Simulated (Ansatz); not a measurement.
**FGeH4Si+ (SMILES F[SiH+][GeH3]): single points off equilibrium**

How do the functionals fare away from a minimum? The structure is a structure displaced at random from a GFN2-xTB minimum.

The runs use Ansatz 0.2.0, Gaussian basis; single points in def2-TZVPP.

Cores are frozen in the correlated methods. Filled d shells of the heavier atoms are correlated.

## (1) Where the work starts

SMILES `F[SiH+][GeH3]`, 7 atoms, charge 1, spin multiplicity 1.

Atoms are counted from 1 here; the program's logs count them from 0.

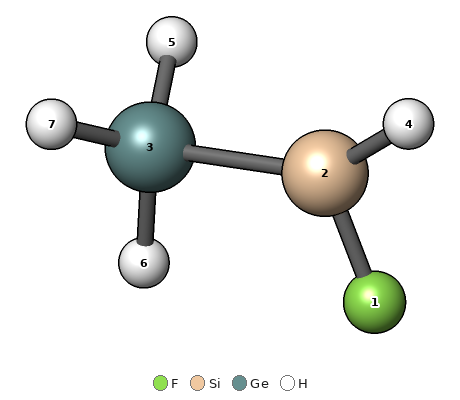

Start geometry, drawn with fluorine green, silicon light orange, germanium teal, hydrogen white; atoms are numbered from 1 in the order of the file.

As a file:

```
F    -1.3815   -1.4536    1.2069
Si   -0.3754   -1.3315   -0.1015
Ge    0.4020    0.9853   -0.0955
H    -0.3863   -2.6614   -0.7751
H    -0.1628    1.7094   -1.4202
H    -0.3203    1.5798    1.1602
H     1.8629    1.0297   -0.0516
```

## (2) CCSD(T)/def2-TZVPP

Contents of run/in.yaml:

```yaml
crystal:
  periodic: [false, false, false]
  atoms:
    - {symbol: F, position_ang: [-1.381500, -1.453600, 1.206900]}
    - {symbol: Si, position_ang: [-0.375400, -1.331500, -0.101500]}
    - {symbol: Ge, position_ang: [0.402000, 0.985300, -0.095500]}
    - {symbol: H, position_ang: [-0.386300, -2.661400, -0.775100]}
    - {symbol: H, position_ang: [-0.162800, 1.709400, -1.420200]}
    - {symbol: H, position_ang: [-0.320300, 1.579800, 1.160200]}
    - {symbol: H, position_ang: [1.862900, 1.029700, -0.051600]}
basis:
  gaussian: {orbitals: def2-TZVPP}
total_charge: 1
correlation: {method: ccsd_t}
output: {forces: true}
```

No record of the launch command was kept for these runs.

## (3) PBE0-D4/def2-TZVPP

Changes to run/in.yaml since step 2:

```diff
@@ -13,3 +13,3 @@
 total_charge: 1
-correlation: {method: ccsd_t}
-output: {forces: true}
+hamiltonian: {xc: pbe0, dispersion: d4}
+output: {forces: true, orbitals: {seedname: orbitals}}
```

## (4) wB97M-V/def2-TZVPP

Changes to run/in.yaml since step 3:

```diff
@@ -13,3 +13,3 @@
 total_charge: 1
-hamiltonian: {xc: pbe0, dispersion: d4}
-output: {forces: true, orbitals: {seedname: orbitals}}
+hamiltonian: {xc: {name: wB97M-V}}
+output: {forces: true}
```

## (5) r2SCAN-D4/def2-TZVPP

Changes to run/in.yaml since step 4:

```diff
@@ -13,3 +13,3 @@
 total_charge: 1
-hamiltonian: {xc: {name: wB97M-V}}
+hamiltonian: {xc: r2scan, dispersion: d4}
 output: {forces: true}
```

## (6) PBE-D4/def2-TZVPP

Changes to run/in.yaml since step 5:

```diff
@@ -13,3 +13,3 @@
 total_charge: 1
-hamiltonian: {xc: r2scan, dispersion: d4}
+hamiltonian: {xc: pbe, dispersion: d4}
 output: {forces: true}
```

## (7) revPBE-D4/def2-TZVPP

Changes to run/in.yaml since step 6:

```diff
@@ -13,3 +13,3 @@
 total_charge: 1
-hamiltonian: {xc: pbe, dispersion: d4}
+hamiltonian: {xc: {name: revPBE}, dispersion: d4}
 output: {forces: true}
```

## (8) CAM-B3LYP-D4/def2-TZVPP

Changes to run/in.yaml since step 7:

```diff
@@ -13,3 +13,3 @@
 total_charge: 1
-hamiltonian: {xc: {name: revPBE}, dispersion: d4}
+hamiltonian: {xc: {name: CAM-B3LYP}, dispersion: d4}
 output: {forces: true}
```

(Steps that only read results are left out.)

Before running it: what results should come out? Wanted: energy less free atoms, CCSD(T)/def2-TZVPP; RMS force component; RMS force error; HOMO and LUMO, PBE0-D4; T1 diagnostic.

As calculated:

| quantity | value |
| --- | --- |
| energy less free atoms, CCSD(T)/def2-TZVPP | -282.9 kcal/mol |
| RMS force component | 0.955 to 1.199 eV/Å over the methods |
| RMS force error | PBE0-D4 0.080, wB97M-V 0.059, r2SCAN-D4 0.111, PBE-D4 0.293, revPBE-D4 0.324, CAM-B3LYP-D4 0.019 eV/Å |
| HOMO and LUMO, PBE0-D4 | -14.88 and -9.14 eV |
| T1 diagnostic | 0.015 |

Against CCSD(T) the functionals' energies less atoms differ by -8.1 to +2.1 kcal/mol, PBE-D4 by -7.9 kcal/mol. A larger basis would deepen the CCSD(T) value, while the functionals are nearly converged already, so the order here is not reliable. The forces of CAM-B3LYP-D4 come nearest to CCSD(T), those of revPBE-D4 are farthest. Frozen-core CCSD(T) forces in triple zeta carry basis errors of their own, and this is one geometry, so small gaps rank nothing.
